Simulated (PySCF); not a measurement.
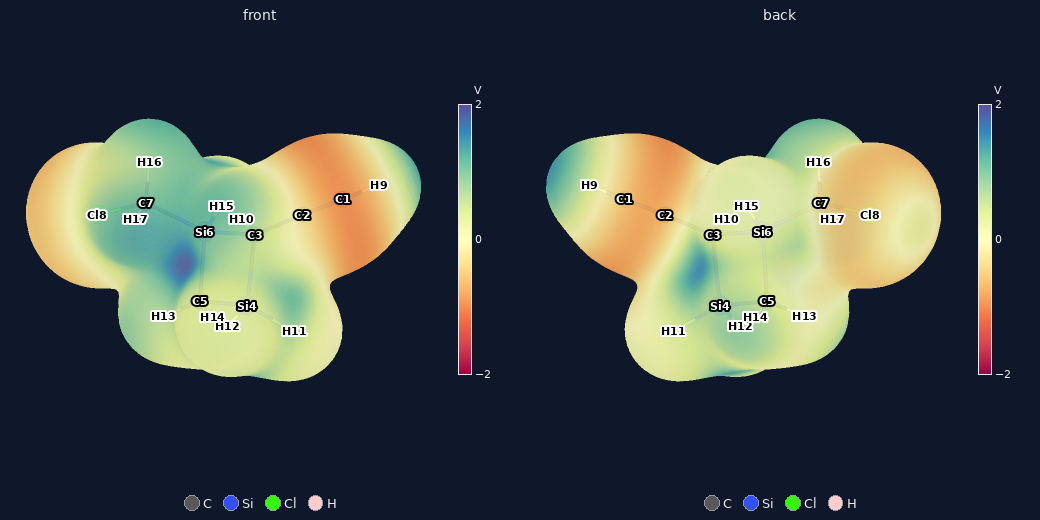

Figure. C5H9ClSi2. The molecular electrostatic potential painted on the density surface at 0.002 e/bohr³, seen from the front and from behind; red is negative and blue positive.

Geometry: PBE0-D3(BJ)/def2-SVP.

Method: PySCF 2.14.0, PBE0/pcSseg-1, SCF density, gas phase, non-relativistic.

Input

```
{"job": {"kind": "nmr", "xc": "PBE0", "basis": "pcSseg-1"}, "charge": 0, "multiplicity": 1}
C      0.073929     3.438349     0.147674
C      0.127395     2.259979     0.435246
C      0.200512     0.851544     0.723710
Si     1.824014    -0.058192     0.206958
C      0.897164    -1.158833    -1.033923
Si    -0.716732    -0.329491    -0.495898
C     -1.845909    -1.524239     0.436506
Cl    -2.338049    -2.836560    -0.681812
H      0.025164     4.482681    -0.095896
H     -0.065271     0.643939     1.775494
H      2.831206     0.861038    -0.396343
H      2.429244    -0.812090     1.347274
H      0.930893    -2.243093    -0.848505
H      1.170643    -0.982458    -2.085209
H     -1.483310     0.377886    -1.559538
H     -2.756143    -1.031868     0.809153
H     -1.332043    -1.986448     1.292677
```

Launched as:

```sh
OMP_NUM_THREADS=1 python probes_run.py task.json out
```

Which sites attract a positive test charge, and which a negative one?

Answer. A positive charge is drawn to the negative regions and a negative charge to the positive ones. The most negative region (about −1.0 V, or −23 kcal/mol for a unit charge) lies over C1 and C2, the most positive (about +1.6 V, or +37 kcal/mol for a unit charge) over Si4 and Si6. Cl8 shows a σ-hole: about +0.2 V at the tip opposite its bond, against about −0.4 V, or −9 kcal/mol for a unit charge on its flanks.

What dipole moment does the calculation give?

Answer. Its dipole moment is 1.06 D.
